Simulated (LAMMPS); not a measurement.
Consider Al (fcc), 4000 atoms, at 560 K and 2 GPa, heated as the crystal in molecular dynamics.

Level of theory: classical MD, pair style eam/alloy, file AlCu.eam.alloy, run in LAMMPS.

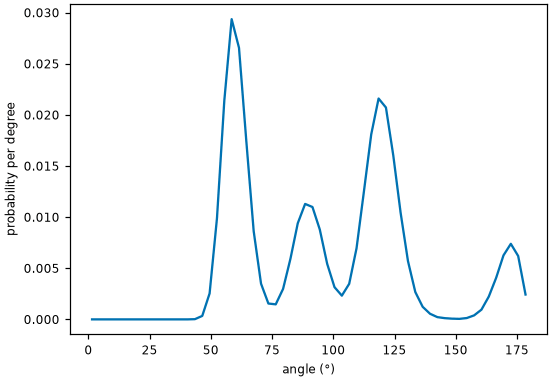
Figure. Probability per degree against angle (°)

Read from the full data:
- state found: crystal; no diffusion seen in 30 ps
- most common Al-Al-Al angle: at the 3° bin centred on 58.5°, after smoothing over three bins (mean of all 97°)

Caution: a run this short can hold a crystal over, or a liquid under, the potential's own melting point, which these runs don't give.
